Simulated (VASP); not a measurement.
Band structure of GaN (space group P-6m2). Level of theory: PBE GGA, VASP's PBE PAW potentials (set 64) (plane waves; VASP).

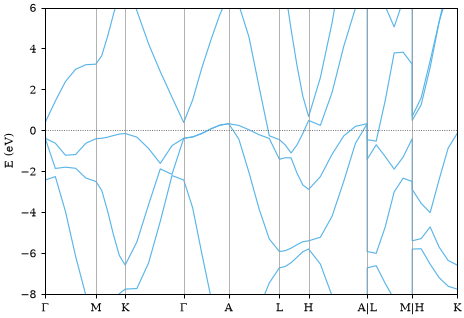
Figure. Bands along high-symmetry lines, zero at the valence-band maximum or, without a gap, the Fermi level

Question: Read the plot: is there a gap, and where are the band edges?

Answer: It has no gap at this level: it comes out as a metal or semimetal.

The structure was generated: GaN was put into an ordered model structure, which need not be its known phase. The cell was not relaxed at this level.
